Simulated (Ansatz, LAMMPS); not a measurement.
# Localised basis functions on liquid (Cs,K,Li)F at 1400 K (82 atoms), part 2 of 2

Wanted: errors and times of a linear-scaling basis for liquid (Cs,K,Li)F at 1400 K (82 atoms). A setting counts as converged where the r.m.s. difference of forces stays under 1 % of the r.m.s. force.

Ansatz 0.2.0; Kohn-Sham DFT, PBE, PAW (set soft_2), plane waves.

The cell: 15 Cs, 8 K, 18 Li and 41 F. The starting topology of bonds comes from the classical model. The ion parameters were fitted for water, not for melts. The Brillouin zone is sampled at Γ only, in a cell whose shortest periodic width is 13 Å. Spin–orbit coupling is left out.

So far. Step 3 (Plane-wave single point): The r.m.s. force component of 0.41 eV/Å sets the scale for the differences below.

**4. Support functions low**

With localised support functions most steps grow linearly with size, though the diagonalisation grows faster unless the density matrix is cut; this run measures error and cost at this size.

This step: Kohn-Sham DFT, PBE, PAW (set soft_2), localised support functions (low) (Ansatz 0.2.0).

File input.yaml:

```yaml
crystal:
  lattice:
    - [12.9563, 0.0, 0.0]
    - [0.0, 12.9563, 0.0]
    - [0.0, 0.0, 12.9563]
  atoms:
    [... the 82 atom lines of step 3 ...]
kpoints:
  mp_grid: { grid: [1, 1, 1] }
hamiltonian:
  xc: pbe
scf:
  occupations: { method: gaussian, width: 0.05 }
  eigensolver: { kind: { support_functions: { accuracy: low } } }
  max_iter: 150
output:
  forces: true
  eigenvalues: true
```

Launch:

```bash
ansatz run input.yaml --threads 4 --pin off --max-ram 8192MiB --backend cpu --events-out ev --progress --plain --runs-dir out
```

Numbers of over 12 decimals in the logs are rounded to 6 here.

Output:

```text
Warning: scf.eigensolver.kind.support_functions: disabling space-group detection — the functions' gradient is summed over unrotated k-points, so no spatial operation reduces the k-mesh or symmetrises the density; time reversal is kept, so that k and −k are solved as one point where they differ and the mesh holds both, and exact exchange and, on two spinor components, a DFT+U term hold to it where the run has them: [...]
settings of this run that can trade accuracy for cost: scf.eigensolver.kind.support_functions; scf.eigensolver.kind.support_functions.accuracy: low [...]
[...]
Crystal: 82 atoms, lattice volume = 2174.918 Å³
Basis set: ecut = 420 eV, 42499 PW (Γ), exchange–correlation on 192×192×192 points (8 copies of the dense FFT grid, shifted against one another)
Bands: 329, of which v1, the nominal top of the filled ones, is band 274 counted from 1 (273 counted from 0)
Symmetry: 1 space group operations
k-points: 1
[...]
SCF iter   1: F=—  HF=-134322.185826 eV  |F-HF|=—  |Δ(HF+E_count)|=         —  Δρ=1.07e-1  dr2=3.91e2  ethr=1.00e-1
[...]
SCF iter  16: F=—  HF=-134282.566980 eV  |F-HF|=—  |Δ(HF+E_count)|=   1.98e-3  Δρ=1.70e-5  dr2=2.15e-5  ethr=1.39e-8  κ⁻¹=7.2e-5(r=7)
SCF iter  17: F=-134282.568649 eV  HF=-134282.568654 eV  |F-HF|=5.10e-6  |Δ(HF+E_count)|=   1.67e-3  Δρ=1.48e-5  dr2=7.54e-6  ethr=3.92e-9
SCF 1 converged in 17 iterations: F = -134282.594352 eV  dr2 = 7.54e-6
[...]
SCF converged after 17 iterations
Stability not checked: this state was not tested for a lower state beside it, because the mixer in use, unlike msr1, does not test its closes by its own steps (another_mixer; see scf.mixing.algorithm and scf.lower_state_search)
Free energy (F): -134282.594352 eV
[...]
Internal energy: -134282.594352 eV  (E = F + TS)
E sigma→0 (E₀):  -134282.594352 eV
Fermi energy:    1.938476 eV
[...]
Σ components = -134282.594352   (vs F -134282.594352, Δ=0.00e0)
--- Forces (eV/Å), atoms counted from 1 ---
  atom   1  Cs    -0.02137442     0.41562635    -0.24190722
  atom   2  Cs    -0.31618232    -0.47405594     0.32044691
  atom   3  Cs     0.02836514     0.25095279    -0.27206884
  atom   4  Cs    -0.34535747    -0.15857047    -0.25176102
[...]
atom  82  F      0.50829902     0.10597575    -0.19788944
  max |Σ_I F_I| component: 5.90e-3 eV/Å
--- Band table (eV) ---
[...]
```

It took 3.6 min on 4 threads of Arm Neoverse V1, shared host; peak memory 5 GiB.

The program notes that the band table was not solved further than the SCF left it and it switched symmetry off.

Keys that differ from the reference: support_functions.accuracy = "low" and scf.max_iter = 150.

Forces differ from the reference by 0.45 meV/Å r.m.s., 0.11 % of their size, well within a tolerance of 1 %; the energy by -3.8 meV/atom. It took 3.6 min and 17 cycles; the reference's time can't be set against it, since the two runs asked for unlike analyses.

**5. Support functions medium**

With localised support functions most steps grow linearly with size, though the diagonalisation grows faster unless the density matrix is cut; this run measures error and cost at this size. Besides, the program derives a nominal cutoff of 631 eV for this run, against the reference's 420.

This step: Kohn-Sham DFT, PBE, PAW (set soft_2), localised support functions (medium) (Ansatz 0.2.0).

input.yaml, the sections that differ from step 4:

```yaml
scf:
  occupations: { method: gaussian, width: 0.05 }
  eigensolver: { kind: { support_functions: { accuracy: medium } } }
  max_iter: 150
# crystal, kpoints, hamiltonian, output: as in step 4
```

Output:

```text
[...]
Warning: basis.ecutwfc = 631 eV, auto-derived: no grid that the accuracy of the support functions lays serves the files at the lower one that their records recommend; a deck with other species or settings can derive another value
[...]
Crystal: 82 atoms, lattice volume = 2174.918 Å³
Basis set: ecut = 631 eV, 78229 PW (Γ), exchange–correlation on 240×240×240 points (8 copies of the dense FFT grid, shifted against one another)
Bands: 329, of which v1, the nominal top of the filled ones, is band 274 counted from 1 (273 counted from 0)
Symmetry: 1 space group operations
k-points: 1
[...]
SCF iter   1: F=—  HF=-134321.484303 eV  |F-HF|=—  |Δ(HF+E_count)|=         —  Δρ=1.04e-1  dr2=3.72e2  ethr=1.00e-1
[...]
SCF iter  18: F=—  HF=-134282.574927 eV  |F-HF|=—  |Δ(HF+E_count)|=   1.15e-6  Δρ=4.85e-6  dr2=1.89e-6  ethr=1.06e-9  κ⁻¹=1.9e-4(r=7)
SCF iter  19: F=-134282.574926 eV  HF=-134282.574926 eV  |F-HF|=2.65e-7  |Δ(HF+E_count)|=   2.43e-7  Δρ=4.22e-6  dr2=6.52e-7  ethr=3.44e-10
SCF 1 converged in 19 iterations: F = -134282.603081 eV  dr2 = 6.52e-7
[...]
SCF converged after 19 iterations
[...]
Free energy (F): -134282.603081 eV
[...]
Internal energy: -134282.603081 eV  (E = F + TS)
E sigma→0 (E₀):  -134282.603081 eV
Fermi energy:    1.937017 eV
[...]
Σ components = -134282.603081   (vs F -134282.603081, Δ=0.00e0)
--- Forces (eV/Å), atoms counted from 1 ---
  atom   1  Cs    -0.02139577     0.41577585    -0.24213310
  atom   2  Cs    -0.31628158    -0.47404860     0.32049373
  atom   3  Cs     0.02863037     0.25113523    -0.27197851
  atom   4  Cs    -0.34547007    -0.15823903    -0.25182266
[...]
atom  82  F      0.50826349     0.10665154    -0.19798678
  max |Σ_I F_I| component: 3.43e-3 eV/Å
--- Band table (eV) ---
[...]
```

Elapsed: 6.5 min, on 4 threads; peak memory 7 GiB.

Keys that differ from the reference: support_functions.accuracy = "medium" and scf.max_iter = 150.

Forces differ from the reference by 0.46 meV/Å r.m.s., 0.11 % of their size, well within a tolerance of 1 %; the energy by -3.9 meV/atom. It took 6.5 min and 19 cycles; the reference's time can't be set against it, since the two runs asked for unlike analyses.

**6. Support functions medium, radius 3.7 Å**

The radius confines each support function; a larger one gives more freedom and more work per atom.

input.yaml, the sections that differ from step 5:

```yaml
scf:
  occupations: { method: gaussian, width: 0.05 }
  eigensolver: { kind: { support_functions: { accuracy: medium, radius: 3.7 } } }
  max_iter: 150
# crystal, kpoints, hamiltonian, output: as in step 5
```

Output:

```text
Warning: scf.eigensolver.kind.support_functions: disabling space-group detection — the functions' gradient is summed over unrotated k-points, so no spatial operation reduces the k-mesh or symmetrises the density; time reversal is kept, so that k and −k are solved as one point where they differ and the mesh holds both, and exact exchange and, on two spinor components, a DFT+U term hold to it where the run has them: [...]
Warning: basis.ecutwfc = 631 eV, auto-derived: no grid that the accuracy of the support functions lays serves the files at the lower one that their records recommend; a deck with other species or settings can derive another value
settings of this run that can trade accuracy for cost: scf.eigensolver.kind.support_functions [...]
Engine: ansatz 0.2.0, aarch64-unknown-linux-gnu
Pseudopotentials: kind: paw
Pseudopotential: Cs, paw, valence charge 9, recommended cutoff 420 eV (normal), Cs.paw.azcp
Pseudopotential: K, paw, valence charge 9, recommended cutoff 420 eV (normal), K.paw.azcp
Pseudopotential: Li, paw, valence charge 3, recommended cutoff 420 eV (normal), Li.paw.azcp
Pseudopotential: F, paw, valence charge 7, recommended cutoff 420 eV (normal), F.paw.azcp
[... 5 lines on functional and potentials left out ...]
Error: SCF: the radius of support functions is under 4.14 Å, the least for these sites at the functions' level (scf.eigensolver.kind.support_functions.accuracy). Use scf.eigensolver.kind: auto, or type scf.eigensolver.kind.support_functions.radius at least as long, [...]
```

It took 7.2 s on 4 threads; peak memory 0.69 GiB.

The program refuses radii under 4.14 Å for these atoms at this level.

**7. A changed input**

A doubtful change is made on purpose, to see how the program answers.

This step: Kohn-Sham DFT, PBE, PAW (set soft_2), plane waves (Ansatz 0.2.0).

input.yaml, the sections that differ from step 6:

```yaml
scf:
  occupations: { method: fermi_dirac, width: 5.0 }
  max_iter: 100
output:
  forces: true
# crystal, kpoints, hamiltonian: as in step 6
```

Output:

```text
band count auto-derived: 3805 (N_el = 548.0; filled up to band 274; 356 by the electrons, moments and atoms)
[...]
Crystal: 82 atoms, lattice volume = 2174.918 Å³
Basis set: ecut = 420 eV, 42499 PW (Γ), exchange–correlation on 180×180×180 points (8 copies of the dense FFT grid, shifted against one another)
Bands: 3805, of which v1, the nominal top of the filled ones, is band 274 counted from 1 (273 counted from 0)
Symmetry: 1 space group operations
[...]
k-points: 1
[...]
SCF iter   1: F=—  HF=-135620.276142 eV  |F-HF|=—  |Δ(HF+E_count)|=         —  Δρ=2.01e-1  dr2=1.35e3  ethr=1.77e-3  ⟨swp⟩=33.0  Hψ=74145  notcnv=0
[...]
SCF iter   8: F=-135370.982804 eV  HF=-135370.982805 eV  |F-HF|=2.88e-7  |Δ(HF+E_count)|=   2.47e-5  Δρ=3.99e-6  dr2=6.92e-7  ethr=1.82e-10  ⟨swp⟩=3.0  Hψ=9589  notcnv=0
SCF 1 converged in 8 iterations: F = -135370.982804 eV  dr2 = 6.92e-7
[...]
SCF converged after 8 iterations
Free energy (F): -135370.982804 eV
[...]
Internal energy: -132898.354661 eV  (E = F + TS)
E sigma→0 (E₀):  -134134.668732 eV
Entropy (-TS):   -2472.628144 eV (-30154.002 meV/atom)
Fermi energy:    -1.458067 eV
[...]
--- Forces (eV/Å), atoms counted from 1 ---
  atom   1  Cs    -0.93448705     0.30791834    -0.24128401
  atom   2  Cs    -0.68972861     0.51934393     0.48525228
  atom   3  Cs     0.30583350     0.77198098    -1.39138774
  atom   4  Cs    -1.34415811    -1.04127984    -1.58893441
  atom   5  Cs     0.40751834    -0.28543975     0.47881460
  atom   6  Cs    -1.59431087    -1.36601877     0.22495237
  atom   7  Cs     1.16069094     2.01817391     0.56593789
  atom   8  Cs    -1.91105772    -0.56257597    -0.07179004
  atom   9  Cs     0.65331066     0.34373787    -0.05394606
  atom  10  Cs    -0.05011091    -1.68418761     0.04547627
  atom  11  Cs     0.33802267    -2.20335477     0.96948011
  atom  12  Cs    -0.34649401     2.17849538    -0.53620435
  atom  13  Cs    -1.00781269    -1.50674338     1.09677570
  atom  14  Cs     1.18186061     0.00651067     0.75803048
[...]
atom  81  F     -0.88838420    -0.46208792    -0.21601019
  atom  82  F     -0.87447538    -0.71088315    -0.80577936
  max |Σ_I F_I| component: 3.62e-4 eV/Å
```

Wall time 19 min (4 threads); peak memory 7.5 GiB.

The program notes that it cut back its work space to fit the memory limit.

The SCF closed, but on a changed input, so its numbers are not taken as the system's.

The fault in the input: a smearing of electronvolts (scf.occupations = {"method": "fermi_dirac", "width": 5.0}). The fix is to set scf.occupations back to {"method": "gaussian", "width": 0.05}.

Against the plane-wave single point:

| Quantity | Value |
| --- | --- |
| r.m.s. difference of force components | 832.4 meV/Å |
| longest difference of force vectors | 2604 meV/Å |
| force difference over r.m.s. force | 204.1 % |

**8. Cost against change**

Each row is set against the plane-wave reference (Kohn-Sham DFT, PBE, PAW (set soft_2), plane waves; r.m.s. force component 0.408 eV/Å). Energies are set beside the reference only for runs with its functional, potentials and electron count. Times are for 4 threads of Arm Neoverse V1, shared host. The reference's time includes the DOS, the stress and grids, which some other runs skip.

```tsv
run	Δ force, r.m.s. (meV/Å)	share of r.m.s. force (%)	Δ energy (meV/atom)	Δ gap (eV)	cycles	time	host memory (GiB)
reference	-	-	-	-	9	36 s	2.5
support functions low	0.451	0.111	-3.84	-0.0037	17	3.6 min	5.0
support functions medium	0.464	0.114	-3.94	-4.0e-4	19	6.5 min	7.0
```

**9. The reference in detail**

The comparisons rest on this run, so its electronic structure is set out here.

Length of the force by element:

```tsv
element	coordination	atoms	mean length of the force (eV/Å)	spread	least	most
Cs	all	15	0.604	0.240	0.269	1.34
F	all	41	0.645	0.216	0.292	1.11
K	all	8	0.696	0.297	0.360	1.26
Li	all	18	0.69	0.373	0.210	1.38
```

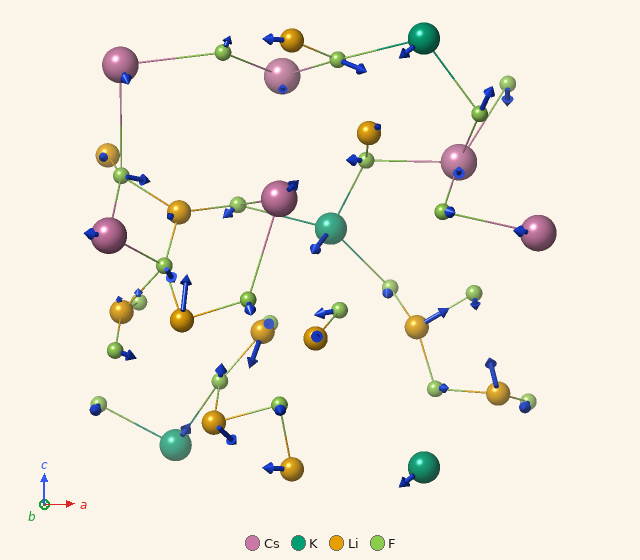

Forces as arrows; the longest in the cell is 1.38 eV/Å. Drawn is a slice 6 Å thick, seen along the normal of the ac plane. Bonds to atoms that aren't drawn are left out.

Intrinsic-atomic-orbital charges by element:

```tsv
element	coordination	atoms	mean charge (e)	spread	least	most
Cs	all	15	0.941	0.0136	0.919	0.972
F	all	41	-0.859	0.0202	-0.901	-0.822
K	all	8	0.853	0.0119	0.841	0.875
Li	all	18	0.794	0.018	0.768	0.825
```

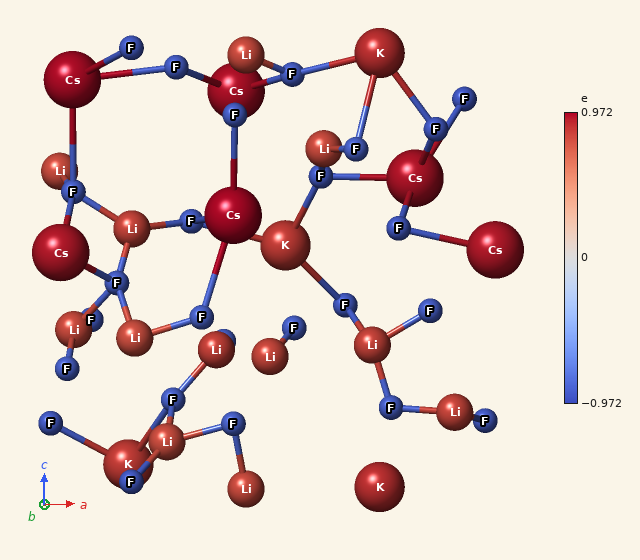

Atoms coloured by intrinsic-atomic-orbital charge. Drawn is a slice 6 Å thick, seen along the normal of the ac plane. Bonds to atoms that aren't drawn are left out.

States in the cell by windows of 1 eV, zero at the Fermi level; the larger projections on atomic orbitals stand beside the total:

```tsv
from (eV)	to (eV)	total	F p	Cs p	K p
-14	-13	28.2	0.1	0.1	28.0
-13	-12	7.8	0.1	0.0	7.7
-12	-10	0.0	0.0	0.0	0.0
-10	-9	7.9	0.1	7.6	0.0
-9	-8	43.7	1.1	42.0	0.0
-8	-7	37.5	1.5	35.5	0.0
-7	-6	0.9	0.0	0.9	0.0
-6	-5	1.0	1.0	0.0	0.0
-5	-4	12.1	11.4	0.1	0.0
-4	-3	103.1	98.4	1.0	0.1
-3	-2	120.6	116.1	1.6	0.1
-2	-1	9.2	8.9	0.1	0.0
-1	1	0.0	0.0	0.0	0.0
1	2	2.0	0.0	0.0	0.0
2	3	6.9	0.3	0.1	0.0
3	4	22.6	0.7	0.2	0.0
4	5	44.4	1.0	0.2	0.0
```

Between -26 and -14 eV lie 124 more states.

The stored curve holds about 496 of the 548 electrons; the rest, give or take the few that broadening carries across the Fermi level, lie in deeper levels below its range.

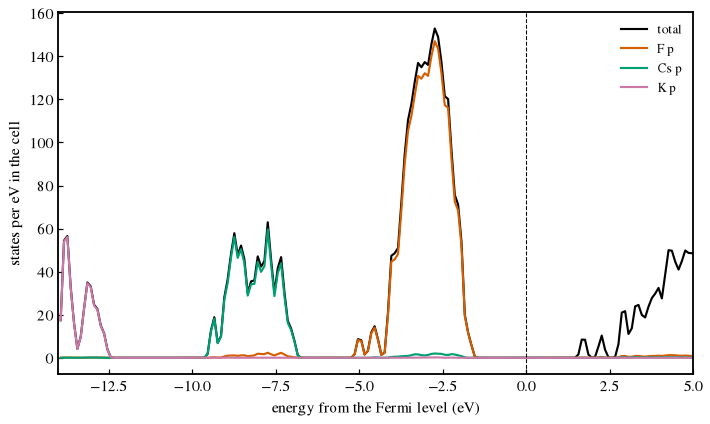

Total and projected density of states, with the broadening of the input.

The levels nearest the highest filled one (over half full), pooled over k-points and spins:

```tsv
level less the highest filled one (eV)	occupation
-0.289	2
-0.271	2
-0.261	2
-0.211	2
-0.184	2
0	2
3.43	0
3.97	0
4.58	0
4.63	0
4.72	0
4.94	0
```

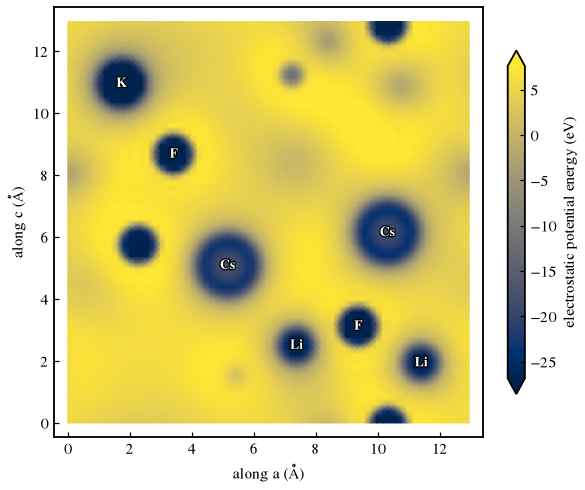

Electrostatic potential energy in the ac plane at fractional y = 0.342, with atoms of Cs and K and Li and F within 0.2 Å of it. With pseudopotentials it is smooth inside the atoms' cores, unlike the true potential. The map starts off the cell's origin, so that atoms lie inside it.

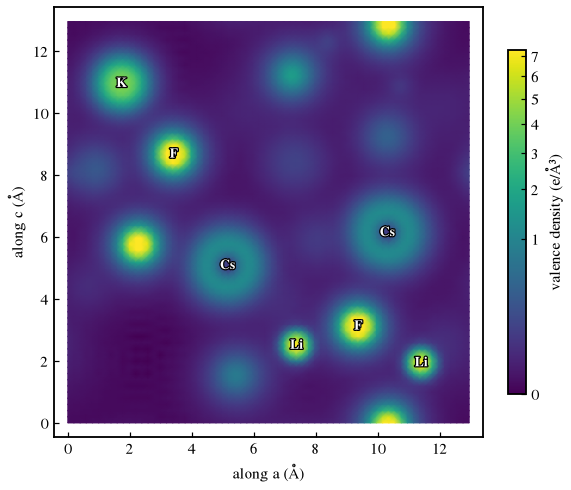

Valence density in the ac plane at fractional y = 0.342, with atoms of Cs and K and Li and F within 0.2 Å of it. It is the smooth field of the valence electrons, not physical close to the nuclei. The map starts off the cell's origin, so that atoms lie inside it. The colour scale is stretched toward low values.

Mean intrinsic-atomic-orbital charges: Cs +0.94, F -0.86, K +0.85, Li +0.79 e.

**10. Distances and neighbours**

Bonds and neighbours are counted at the geometry of the runs.

Density 2.45 g/cm³, 26.52 Å³ an atom.

Pair distribution functions g(r), in bins of 0.2 Å:

```tsv
r (Å)	total	F-F	F-Li	F-Cs	F-K	Li-Li	Li-Cs
1.70	0.08	0.00	0.37	0.00	0.00	0.00	0.00
1.90	1.24	0.00	5.63	0.00	0.00	0.00	0.00
2.10	1.47	0.00	6.71	0.00	0.00	0.00	0.00
2.30	0.53	0.00	2.40	0.00	0.00	0.00	0.00
2.50	0.58	0.00	1.52	0.43	1.67	0.00	0.00
2.70	0.98	0.13	0.17	2.87	3.65	0.69	0.00
2.90	1.04	0.74	0.28	2.50	2.21	1.21	0.39
3.10	1.37	1.50	0.36	2.77	1.98	1.66	1.00
3.30	1.19	1.50	0.21	1.32	1.47	1.49	1.77
3.50	1.07	1.52	0.49	0.70	0.64	3.48	1.06
3.70	1.25	1.64	0.86	1.02	1.17	1.58	2.09
3.90	0.91	1.35	0.70	0.74	0.18	0.69	0.64
4.10	1.09	1.48	0.56	0.84	0.15	2.56	1.35
4.30	0.82	1.00	0.51	0.77	0.42	0.29	1.04
4.50	0.72	0.61	0.75	0.55	0.64	1.06	0.94
4.70	1.16	0.93	1.12	0.83	1.29	1.22	1.73
4.90	0.98	0.86	1.54	0.71	0.67	0.00	1.19
5.10	0.91	0.83	1.31	0.55	1.21	0.42	1.10
5.30	1.10	0.95	1.22	1.00	1.61	0.37	0.93
5.50	1.04	0.96	1.47	0.98	1.30	0.35	0.42
5.70	0.89	0.63	1.20	0.99	1.21	0.83	0.59
5.90	1.13	1.09	1.05	1.29	1.22	1.08	1.19
6.10	0.87	0.89	0.95	1.14	0.84	0.72	0.69
6.30	0.98	1.32	0.68	1.20	0.59	0.81	1.05
```

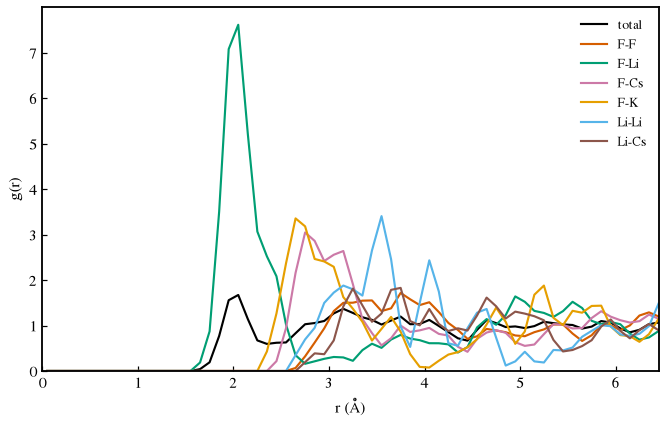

Pair distribution functions, lightly smoothed.

A closer look about Li32, which bears the longest force: 13 atoms, nearest first, numbered in the order of the input, with positions taken from that point.

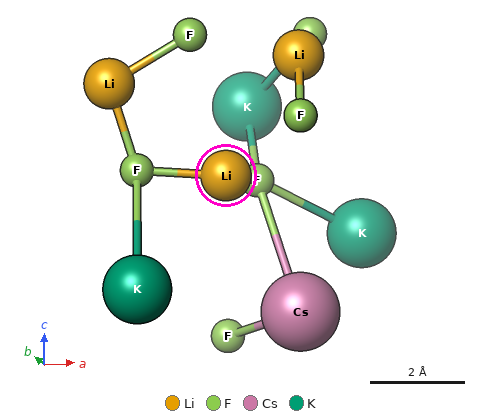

The atoms of the table, within 4.2 Å (arrows a, b, c point along x, y, z); some may hide others; the central atom is ringed.

```tsv
atom	x	y	z	distance (Å)	intrinsic-atomic-orbital charge (e)	Fx	Fy	Fz (eV/Å)
Li32	0.00	0.00	0.00	0.00	0.81	-0.16	1.07	0.85
F68	-1.87	0.31	0.12	1.90	-0.85	0.26	-0.26	0.04
F46	1.03	1.64	-0.40	1.98	-0.86	-0.19	-0.99	-0.12
F82	1.29	-1.61	1.51	2.56	-0.83	0.51	0.10	-0.20
Li30	1.61	0.13	2.53	3.00	0.79	-0.04	0.04	0.20
F77	-0.70	0.40	3.00	3.11	-0.85	0.06	0.16	-0.38
Li34	-2.41	0.62	1.96	3.17	0.82	0.77	-0.16	0.46
Cs10	1.53	-0.45	-2.92	3.32	0.95	0.11	-0.45	-0.30
K23	-2.39	-2.23	-2.02	3.84	0.87	-0.48	0.18	-0.41
F54	2.27	2.09	2.64	4.06	-0.86	-0.02	-0.11	0.27
K20	1.26	3.84	0.83	4.12	0.84	0.46	0.11	-0.95
F66	0.42	1.79	-3.76	4.19	-0.88	0.02	0.44	-0.60
K16	3.36	1.96	-1.67	4.24	0.84	0.29	0.30	0.38
```

**11. Results**

| Item | Value |
| --- | --- |
| free energy per atom | -1637.5888 eV/atom |
| pressure | -2.169 GPa |
| r.m.s. force component | 0.4079 eV/Å |
| gap (highest filled to lowest empty level) | 3.433 eV |
| wall time of the 4 DFT runs | 29 min |

In words: Against plane waves at 420 eV, the forces differ by 0.46 meV/Å (0.11 %) with support functions medium. At 82 atoms the fastest of the runs at a preset level, support functions low, takes roughly 5.9 times the time of plane waves (whose run also made extra analyses, so the like-for-like ratio is larger), in 17 SCF cycles against 9. Differences between support functions and plane waves include what basis error the plane-wave run still has.

Between filled and empty levels lie 3.43 eV (at Γ alone); a semilocal functional tends to put such gaps too low. In a disordered cell it changes from sample to sample and from frame to frame.

What to keep in mind: The force components of 0.41 eV/Å r.m.s. reflect the temperature of the frame as well as the gap between the generating potential and DFT. The pressure of -2.2 GPa is that of one thermal frame, in which the classical model's bond lengths enter as well as the volume, without the kinetic term.

[Logs are printed without paths, hosts, clocks, repeated set-up lines and the standing remarks that a program may print on its own settings, such as how far it seeks lower states.]

[Hosts, paths, dates, database ids (printed as entryN), source tags and the programs' standing remarks are cut or masked in the printed files.]
